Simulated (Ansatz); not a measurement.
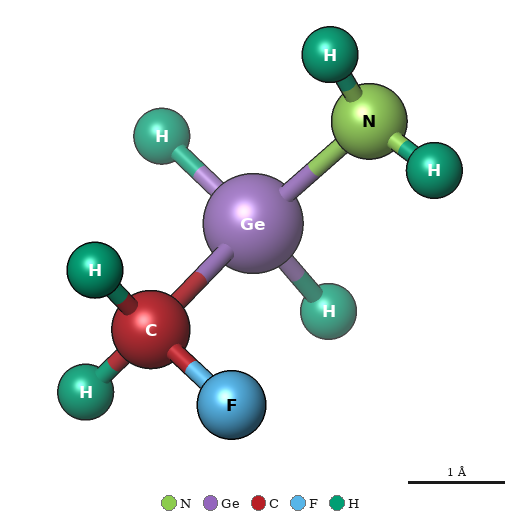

Depth is shown by fading: the farther an atom, the more it takes the colour of the background. The geometry was computed by an optimisation with PBE0-D4/def2-TZVP. No frequency run is at hand to confirm it as a minimum. Masses are those of the most abundant isotopes; constants are for the rigid equilibrium geometry.

> Classify the rotor and give the rotational constants (MHz).

An asymmetric top (C1): A = 8040, B = 2934, C = 2385 MHz. Ray's parameter κ is −0.81, nearer the prolate limit.
